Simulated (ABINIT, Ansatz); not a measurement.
# How the form of the self-energy moves the gap of KNa3H4 (Pm-3m)

How much does the gap of KNa3H4 (Pm-3m) depend on the approximation to the self-energy?

Method: LDA and many-body steps on it, plane waves, in ABINIT 10.8.3.

## Step 1: Set-up

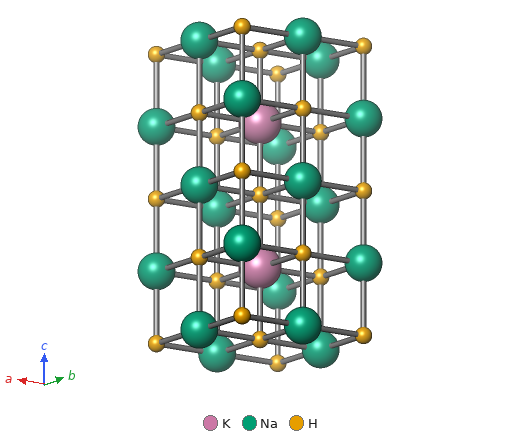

The cell as given, from a free direction (potassium pink, sodium teal, hydrogen orange). 1×1×2 cells are drawn. Some periodic images of atoms are drawn too.

Structure file:

```cif
data_structure
_symmetry_space_group_name_H-M 'Pm-3m'
_symmetry_Int_Tables_number 221
_cell_length_a 5.1186
_cell_length_b 5.1186
_cell_length_c 5.1186
_cell_angle_alpha 90.000
_cell_angle_beta 90.000
_cell_angle_gamma 90.000
_cell_volume 134.11
loop_
_atom_site_label
_atom_site_type_symbol
_atom_site_symmetry_multiplicity
_atom_site_Wyckoff_symbol
_atom_site_fract_x
_atom_site_fract_y
_atom_site_fract_z
_atom_site_occupancy
K1 K 1 b 0.50000 0.50000 0.50000 1
Na1 Na 3 d 0.00000 0.00000 0.50000 1
H1 H 1 a 0.00000 0.00000 0.00000 1
H2 H 3 c 0.50000 0.50000 0.00000 1
```

The cell and positions are those that the Materials Project relaxed with its own functionals (PBE, PBE+U or r2SCAN), kept fixed.

## Step 2: Empty states on the mesh, 2×2×2 mesh, 259 bands

This step: ABINIT 10.8.3; DFT, LDA, plane waves, norm-conserving pseudopotentials.

The sums over transitions need many empty states on a uniform mesh; this step solves for them.

File run.abi:

```
acell 3*1.0 Angstrom
rprim 
  5.118641000000 0.000000000000 0.000000000000
  0.000000000000 5.118641000000 0.000000000000
  0.000000000000 0.000000000000 5.118641000000
ntypat 3
znucl 19 11 1
natom 8
typat 1 2 2 2 3 3 3 3
xred 
  0.500000000000 0.500000000000 0.500000000000
  -0.000000000000 -0.000000000000 0.500000000000
  -0.000000000000 0.500000000000 -0.000000000000
  0.500000000000 -0.000000000000 -0.000000000000
  -0.000000000000 -0.000000000000 -0.000000000000
  0.500000000000 0.500000000000 -0.000000000000
  0.500000000000 -0.000000000000 0.500000000000
  -0.000000000000 0.500000000000 0.500000000000
pp_dirpath "pseudos"
pseudos "K.upf, Na.upf, H.upf"
ecut 38
ngkpt 2 2 2
nshiftk 1
shiftk 0 0 0
kptopt 1
chksymbreak 0
iscf -2
irdden 1
istwfk *1
nband 259
nbdbuf 22
tolwfr 1e-09
nstep 60
prtvol 0
indata_prefix "in"
outdata_prefix "out"
tmpdata_prefix "tmp"
```

Command:

```
OMP_NUM_THREADS=1 mpirun -n 4 abinit run.abi > log
```

Numbers of over 12 decimals in the logs are rounded to 6 here.

The program printed:

```text
.Version 10.8.3 of ABINIT. v10.8.2 released Aug 2026.

 Symmetries : space group Pm -3 m (#221); Bravais cP (primitive cubic)
[... echo of the input left out ...]
== DATASET  1 ==================================================================
-   mpi_nproc: 4, omp_nthreads: 1 (-1 if OMP is not activated)

--- !DatasetInfo
iteration_state: {dtset: 1, }
dimensions: {natom: 8, nkpt: 4, mband: 259, nsppol: 1, nspinor: 1, nspden: 1, mpw: 10131, }
cutoff_energies: {ecut:  38.0, pawecutdg:  -1.0, }
[...]
2.77061    2.78329    2.78329    2.78329    2.78717    2.78717    2.78717    2.80275
   2.80275    2.80276    2.81249    2.81250    2.82562    2.82562    2.82565    2.83850
   2.85268    2.85291    2.86450
 prteigrs : prtvol=0 or 1, do not print more k-points.

== END DATASET(S) ==============================================================
================================================================================

 -outvars: echo values of variables after computation  --------
            nband         259
             nkpt           4
          spgroup         221
 [... the other variables as echoed above ...]

 Calculation completed.
```

It took 1.9 min on 4 MPI ranks of Arm Neoverse V2, shared host; peak memory 0.5 GiB; 7.7 min of CPU time.

Numbers from this step:

```
gap                                                           : 2.594 eV
k of the valence top                                          : 0.5, 0, 0
k of the conduction bottom                                    : 0.5, 0.5, 0.5
least direct gap                                              : 3.160 eV
k points computed                                             : 4
lowest point of the top converged band, above the valence top : 73.9676 eV
```

On this mesh the gap is 2.594 eV.

The density comes from a self-consistent run that is not shown.

## Step 3: Screening, 2×2×2 mesh, 108 bands, screening to 114.3 eV

The RPA dielectric matrix is built and inverted for each q.

This step: RPA screening on LDA, plane waves, norm-conserving pseudopotentials.

run.abi: that of step 2 with these lines changed.

```diff
@@ -26,10 +26,11 @@
 chksymbreak 0
-iscf -2
-irdden 1
 istwfk *1
-nband 259
-nbdbuf 22
-tolwfr 1e-09
-nstep 60
-prtvol 0
+occopt 1
+irdwfk 1
+optdriver 3
+nband 108
+ecuteps 4.2
+inclvkb 2
+awtr 1
+symchi 1
 indata_prefix "in"
```

The program printed:

```text
.Version 10.8.3 of ABINIT. v10.8.2 released Aug 2026.

 Symmetries : space group Pm -3 m (#221); Bravais cP (primitive cubic)
[... echo of the input left out ...]
== DATASET  1 ==================================================================
-   mpi_nproc: 4, omp_nthreads: 1 (-1 if OMP is not activated)

--- !DatasetInfo
iteration_state: {dtset: 1, }
dimensions: {natom: 8, nkpt: 4, mband: 108, nsppol: 1, nspinor: 1, nspden: 1, mpw: 10131, }
cutoff_energies: {ecut:  38.0, pawecutdg:  -1.0, }
electrons: {nelect:   4.00000000E+01, charge:   0.00000000E+00, occopt:   1.00000000E+00, tsmear:   1.00000000E-02, }

 SCREENING: Calculation of the susceptibility and dielectric matrices

 Based on a program developped by R.W. Godby, V. Olevano, G. Onida, and L. Reining.
 Incorporated in ABINIT by V. Olevano, G.-M. Rignanese, and M. Torrent.
.Using double precision arithmetic ; gwpc =  8

[... cell and pseudopotentials left out ...]
--------------------------------------------------------------------------------

 ==== K-mesh for the wavefunctions ====
 Number of points in the irreducible wedge :     4
[... list of points left out ...]
 Together with 48 symmetry operations and time-reversal symmetry
 yields     8 points in the full Brillouin Zone.

 ==== Q-mesh for the screening function ====
 Number of points in the irreducible wedge :     4
[... list of points left out ...]
 Together with 48 symmetry operations and time-reversal symmetry
 yields     8 points in the full Brillouin Zone.

 setmesh: FFT mesh size selected  =    36x   36x   36
          total number of points  =        46656

 vcoul_init : cutoff-mode = AUXILIARY_FUNCTION
 q-points for optical limit:   1
     1)      0.000010    0.000020    0.000030

- screening: taking advantage of time-reversal symmetry
- Maximum band index for partially occupied states nbvw = 20
- Remaining bands to be divided among processors   nbcw = 88
- Number of bands treated by each node ~22

 Number of electrons calculated from density =   40.0000; Expected =   40.0000
 average of density, n =  0.044198
 r_s =    1.7546
 omega_plasma =   20.2794 [eV]

 calculating chi0 at frequencies [eV] :
  1    0.000000E+00    0.000000E+00
  2    0.000000E+00    2.027941E+01

--------------------------------------------------------------------------------
  q-point number  1        q = ( 0.000000, 0.000000, 0.000000) [r.l.u.]
--------------------------------------------------------------------------------
[... chi0 elements left out ...]
 For q-point:  0.000010 0.000020 0.000030
  dielectric constant =   3.2793
  dielectric constant without local fields =   3.6868

  Average fulfillment of the sum rule on Im[epsilon] for q-point    1 :     40.51  [%]
[... wings left out ...]
  q-point number  2        q = ( 0.500000, 0.000000, 0.000000) [r.l.u.]
--------------------------------------------------------------------------------
[... chi0 elements left out ...]
  Average fulfillment of the sum rule on Im[epsilon] for q-point    2 :     44.62  [%]

 [... 2 further q-points ...]
```

Run time: 16 s. Hardware: 4 MPI ranks; peak memory 1.2 GiB; 66 s of CPU time.

Numbers from this step:

- ε∞ with local fields, on this mesh, along the program's q direction: 3.279
- the same without local fields: 3.687
- plasma frequency: 20.28 eV
- plane waves in the screening matrix: 365

Local fields lower ε∞ by 11 %. On a Γ-centred mesh this coarse the value itself is usually too large, while a short band sum pulls it down.

## Step 4: G0W0, Godby-Needs plasmon pole

The self-energy is evaluated for the states that the input lists, and the levels follow from it, in one-shot runs by the linearised quasiparticle equation.

This step: G0W0 on LDA, plane waves, norm-conserving pseudopotentials.

run.abi: that of step 3 with these lines changed.

```diff
@@ -29,8 +29,19 @@
 irdwfk 1
-optdriver 3
+optdriver 4
 nband 108
+gwcalctyp 0
+ecutsigx 38
+symsigma 1
+nkptgw 3
+kptgw 
+  0.5000000000 0.0000000000 0.0000000000
+  0.5000000000 0.5000000000 0.5000000000
+  0.0000000000 0.0000000000 0.0000000000
+bdgw 
+  19 22
+  18 23
+  18 23
 ecuteps 4.2
-inclvkb 2
-awtr 1
-symchi 1
+irdscr 1
+ppmodel 1
 indata_prefix "in"
```

The program printed:

```text
.Version 10.8.3 of ABINIT. v10.8.2 released Aug 2026.

 Symmetries : space group Pm -3 m (#221); Bravais cP (primitive cubic)
[... echo of the input left out ...]
== DATASET  1 ==================================================================
-   mpi_nproc: 4, omp_nthreads: 1 (-1 if OMP is not activated)

--- !DatasetInfo
iteration_state: {dtset: 1, }
dimensions: {natom: 8, nkpt: 4, mband: 108, nsppol: 1, nspinor: 1, nspden: 1, mpw: 10131, }
cutoff_energies: {ecut:  38.0, pawecutdg:  -1.0, }
electrons: {nelect:   4.00000000E+01, charge:   0.00000000E+00, occopt:   1.00000000E+00, tsmear:   1.00000000E-02, }

 SIGMA: Calculation of the GW corrections

 Based on a program developped by R.W. Godby, V. Olevano, G. Onida, and L. Reining.
 Incorporated in ABINIT by V. Olevano, G.-M. Rignanese, and M. Torrent.
.Using double precision arithmetic ; gwpc =  8

[... cell and pseudopotentials left out ...]
--------------------------------------------------------------------------------

 ==== K-mesh for the wavefunctions ====
 Number of points in the irreducible wedge :     4
[... list of points left out ...]
 Together with 48 symmetry operations and time-reversal symmetry
 yields     8 points in the full Brillouin Zone.

 ==== Q-mesh for screening function ====
 Number of points in the irreducible wedge :     4
[... list of points left out ...]
 Together with 48 symmetry operations and time-reversal symmetry
 yields     8 points in the full Brillouin Zone.

 vcoul_init : cutoff-mode = AUXILIARY_FUNCTION
 q-points for optical limit:   1
     1)      0.000010    0.000020    0.000030
 setmesh: FFT mesh size selected  =    54x   54x   54
          total number of points  =       157464

 Number of electrons calculated from density =   40.0000; Expected =   40.0000
 average of density, n =  0.044198
 r_s =    1.7546
 omega_plasma =   20.2794 [eV]

 === KS Band Gaps ===
  >>>> For spin  1
   Minimum direct gap =   3.1596 [eV], located at k-point      :   0.5000  0.5000  0.5000
   Fundamental gap    =   2.5938 [eV], Top of valence bands at :   0.5000  0.0000  0.0000
                                       Bottom of conduction at :   0.5000  0.5000  0.5000
 SIGMA fundamental parameters:
 PLASMON POLE MODEL  1
 number of plane-waves for SigmaX                10131
 number of plane-waves for SigmaC and W            365
 number of plane-waves for wavefunctions         10131
 number of bands                                   108
 number of independent spin polarizations            1
 number of spinorial components                      1
 number of k-points in IBZ                           4
 number of q-points in IBZ                           4
 number of symmetry operations                      48
 number of k-points in BZ                            8
 number of q-points in BZ                            8
 number of frequencies for dSigma/dE                 9
 frequency step for dSigma/dE [eV]                0.25
 number of omega for Sigma on real axis              0
 max omega for Sigma on real axis  [eV]           0.00
 zcut for avoiding poles [eV]                     0.10

 EPSILON^-1 parameters (SCR file):
 dimension of the eps^-1 matrix on file            365
 dimension of the eps^-1 matrix used               365
 number of plane-waves for wavefunctions         10131
 number of bands                                   108
 number of q-points in IBZ                           4
 number of frequencies                               2
 number of real frequencies                          1
 number of imag frequencies                          1

 matrix elements of self-energy operator (all in [eV])

 Perturbative Calculation

--- !SelfEnergy_ee
iteration_state: {dtset: 1, }
kpoint     : [   0.500,    0.000,    0.000, ]
spin       : 1
KS_gap     :    4.568
QP_gap     :    6.824
Delta_QP_KS:    2.256
data: !SigmaeeData |
     Band     E0 <VxcDFT>   SigX SigC(E0)      Z dSigC/dE  Sig(E)    E-E0       E
       19  -0.709 -10.108 -13.385   1.944   0.746  -0.341 -11.102  -0.994  -1.703
       20  -0.233 -10.290 -13.490   1.845   0.754  -0.326 -11.311  -1.022  -1.255
       21   4.334  -7.735  -3.146  -3.084   0.820  -0.219  -6.501   1.234   5.569
       22   4.334  -7.735  -3.146  -3.084   0.820  -0.219  -6.501   1.234   5.569

--- !SelfEnergy_ee
iteration_state: {dtset: 1, }
kpoint     : [   0.500,    0.500,    0.500, ]
spin       : 1
KS_gap     :    3.160
QP_gap     :    5.369
Delta_QP_KS:    2.209
data: !SigmaeeData |
     Band     E0 <VxcDFT>   SigX SigC(E0)      Z dSigC/dE  Sig(E)    E-E0       E
       18  -0.799 -10.257 -13.686   1.984   0.749  -0.336 -11.339  -1.082  -1.881
       19  -0.799 -10.257 -13.686   1.984   0.749  -0.336 -11.339  -1.082  -1.881
[...]
--- !SelfEnergy_ee
iteration_state: {dtset: 1, }
kpoint     : [   0.000,    0.000,    0.000, ]
spin       : 1
KS_gap     :    4.495
QP_gap     :    6.566
Delta_QP_KS:    2.071
data: !SigmaeeData |
     Band     E0 <VxcDFT>   SigX SigC(E0)      Z dSigC/dE  Sig(E)    E-E0       E
[...]
21   4.019  -7.703  -3.435  -2.957   0.826  -0.210  -6.620   1.082   5.102
       22   4.019  -7.703  -3.435  -2.957   0.826  -0.210  -6.620   1.082   5.102
       23   4.019  -7.703  -3.435  -2.957   0.826  -0.210  -6.620   1.082   5.102

== END DATASET(S) ==============================================================
================================================================================

 -outvars: echo values of variables after computation  --------
           etotal      0.0000000000E+00
            nband         108
             nkpt           4
          spgroup         221
 [... the other variables as echoed above ...]

 Calculation completed.
```

It took 14 s on 4 MPI ranks; peak memory 1.2 GiB; 56 s of CPU time.

Numbers from this step:

```yaml
g0w0_gap_on_the_points_computed: 4.743 eV
starting_gap_on_the_mesh: 2.594 eV
k_of_the_valence_top: 0.5, 0, 0
k_of_the_conduction_bottom: 0.5, 0.5, 0.5
z_at_the_valence_top: 0.754
z_at_the_conduction_bottom: 0.822
least_direct_g0w0_gap_on_the_computed_points: 5.369 eV
```

The gap on the mesh goes from 2.59 eV to 4.74 eV, a correction of +2.15 eV.

## Step 5: G0W0, von der Linden-Horsch plasmon pole

run.abi: that of step 4 with these lines changed.

```diff
@@ -45,3 +45,3 @@
 irdscr 1
-ppmodel 1
+ppmodel 3
 indata_prefix "in"
```

The program printed:

```text
.Version 10.8.3 of ABINIT. v10.8.2 released Aug 2026.

 Symmetries : space group Pm -3 m (#221); Bravais cP (primitive cubic)
[... echo of the input left out ...]
== DATASET  1 ==================================================================
-   mpi_nproc: 4, omp_nthreads: 1 (-1 if OMP is not activated)

--- !DatasetInfo
iteration_state: {dtset: 1, }
dimensions: {natom: 8, nkpt: 4, mband: 108, nsppol: 1, nspinor: 1, nspden: 1, mpw: 10131, }
cutoff_energies: {ecut:  38.0, pawecutdg:  -1.0, }
electrons: {nelect:   4.00000000E+01, charge:   0.00000000E+00, occopt:   1.00000000E+00, tsmear:   1.00000000E-02, }

 SIGMA: Calculation of the GW corrections

 Based on a program developped by R.W. Godby, V. Olevano, G. Onida, and L. Reining.
 Incorporated in ABINIT by V. Olevano, G.-M. Rignanese, and M. Torrent.
.Using double precision arithmetic ; gwpc =  8

[... cell and pseudopotentials left out ...]
--------------------------------------------------------------------------------

 ==== K-mesh for the wavefunctions ====
 Number of points in the irreducible wedge :     4
[... list of points left out ...]
 Together with 48 symmetry operations and time-reversal symmetry
 yields     8 points in the full Brillouin Zone.

 ==== Q-mesh for screening function ====
 Number of points in the irreducible wedge :     4
[... list of points left out ...]
 Together with 48 symmetry operations and time-reversal symmetry
 yields     8 points in the full Brillouin Zone.

 vcoul_init : cutoff-mode = AUXILIARY_FUNCTION
 q-points for optical limit:   1
     1)      0.000010    0.000020    0.000030
 setmesh: FFT mesh size selected  =    54x   54x   54
          total number of points  =       157464

 Number of electrons calculated from density =   40.0000; Expected =   40.0000
[...]
number of plane-waves for wavefunctions         10131
 number of bands                                   108
 number of q-points in IBZ                           4
 number of frequencies                               2
 number of real frequencies                          1
 number of imag frequencies                          1

 matrix elements of self-energy operator (all in [eV])

 Perturbative Calculation

--- !SelfEnergy_ee
iteration_state: {dtset: 1, }
kpoint     : [   0.500,    0.000,    0.000, ]
spin       : 1
KS_gap     :    4.568
QP_gap     :    7.105
Delta_QP_KS:    2.537
data: !SigmaeeData |
     Band     E0 <VxcDFT>   SigX SigC(E0)      Z dSigC/dE  Sig(E)    E-E0       E
       19  -0.709 -10.108 -13.385   1.541   0.852  -0.174 -11.587  -1.479  -2.188
       20  -0.233 -10.290 -13.490   1.501   0.847  -0.180 -11.729  -1.439  -1.672
       21   4.334  -7.735  -3.146  -3.355   0.890  -0.124  -6.637   1.098   5.433
[...]
--- !SelfEnergy_ee
iteration_state: {dtset: 1, }
kpoint     : [   0.500,    0.500,    0.500, ]
spin       : 1
KS_gap     :    3.160
QP_gap     :    5.665
Delta_QP_KS:    2.506
data: !SigmaeeData |
     Band     E0 <VxcDFT>   SigX SigC(E0)      Z dSigC/dE  Sig(E)    E-E0       E
[...]
--- !SelfEnergy_ee
iteration_state: {dtset: 1, }
kpoint     : [   0.000,    0.000,    0.000, ]
spin       : 1
KS_gap     :    4.495
QP_gap     :    6.834
Delta_QP_KS:    2.339
data: !SigmaeeData |
     Band     E0 <VxcDFT>   SigX SigC(E0)      Z dSigC/dE  Sig(E)    E-E0       E
[...]
22   4.019  -7.703  -3.435  -3.234   0.890  -0.123  -6.783   0.920   4.939
       23   4.019  -7.703  -3.435  -3.234   0.890  -0.123  -6.783   0.920   4.939

== END DATASET(S) ==============================================================
================================================================================

 -outvars: echo values of variables after computation  --------
           etotal      0.0000000000E+00
            nband         108
             nkpt           4
          spgroup         221
 [... the other variables as echoed above ...]

 Calculation completed.
```

It took 7.8 s on 4 MPI ranks; peak memory 1.1 GiB.

This step gave:

```yaml
g0w0_gap_on_the_points_computed: 4.976 eV
starting_gap_on_the_mesh: 2.594 eV
k_of_the_valence_top: 0.5, 0, 0
k_of_the_conduction_bottom: 0.5, 0.5, 0.5
z_at_the_valence_top: 0.847
z_at_the_conduction_bottom: 0.892
least_direct_g0w0_gap_on_the_computed_points: 5.666 eV
```

Against G0W0 in ABINIT (2×2×2 mesh, 108 bands, screening to 114.3 eV, Godby-Needs plasmon pole), the gap moves by +0.233 eV.

## Step 6: G0W0, Hybertsen-Louie plasmon pole

run.abi: that of step 5 with these lines changed.

```diff
@@ -45,3 +45,3 @@
 irdscr 1
-ppmodel 3
+ppmodel 2
 indata_prefix "in"
```

The program printed:

```text
.Version 10.8.3 of ABINIT. v10.8.2 released Aug 2026.

 Symmetries : space group Pm -3 m (#221); Bravais cP (primitive cubic)
[... echo of the input left out ...]
== DATASET  1 ==================================================================
-   mpi_nproc: 4, omp_nthreads: 1 (-1 if OMP is not activated)

--- !DatasetInfo
iteration_state: {dtset: 1, }
dimensions: {natom: 8, nkpt: 4, mband: 108, nsppol: 1, nspinor: 1, nspden: 1, mpw: 10131, }
cutoff_energies: {ecut:  38.0, pawecutdg:  -1.0, }
[...]
Band     E0 <VxcDFT>   SigX SigC(E0)      Z dSigC/dE  Sig(E)    E-E0       E
[...]
22   4.019  -7.703  -3.435  -3.279   0.882  -0.133  -6.831   0.872   4.891
       23   4.019  -7.703  -3.435  -3.279   0.882  -0.133  -6.831   0.872   4.891

== END DATASET(S) ==============================================================
================================================================================

 -outvars: echo values of variables after computation  --------
           etotal      0.0000000000E+00
            nband         108
             nkpt           4
          spgroup         221
 [... the other variables as echoed above ...]

 Calculation completed.
```

The job ended after 13 s (4 MPI ranks; peak memory 1.2 GiB; 53 s of CPU time).

This step gave:

- G0W0 gap on the points computed: 4.974 eV
- starting gap on the mesh: 2.594 eV
- k of the valence top: 0.5, 0, 0
- k of the conduction bottom: 0.5, 0.5, 0.5
- least direct G0W0 gap on the computed points: 5.602 eV

Against G0W0 in ABINIT (2×2×2 mesh, 108 bands, screening to 114.3 eV, Godby-Needs plasmon pole), the gap moves by +0.231 eV.

[end of part 1 of 2]

[Paths, hosts, dates, memory and timing lines, banners, echoed tables and standing remarks are left out of the program output.]

[Logs are printed without paths, hosts, clocks, repeated set-up lines and the standing remarks that a program may print on its own settings, such as how far it seeks lower states.]

[Runs of the session that timed out or met a known fault of the program may be left out.]

[Hosts, paths, dates, database ids (printed as entryN), source tags and the programs' standing remarks are cut or masked in the printed files.]

[G0W0 gaps are taken among the corrected bands and points alone; a level outside them can change the order at an edge.]

[Where Ansatz stands beside ABINIT at settings called matched, ABINIT's density can come from a denser mesh and the files from another edition; pairs whose starting gaps differed by over 0.03 eV were left out, so agreement reads better than it is.]
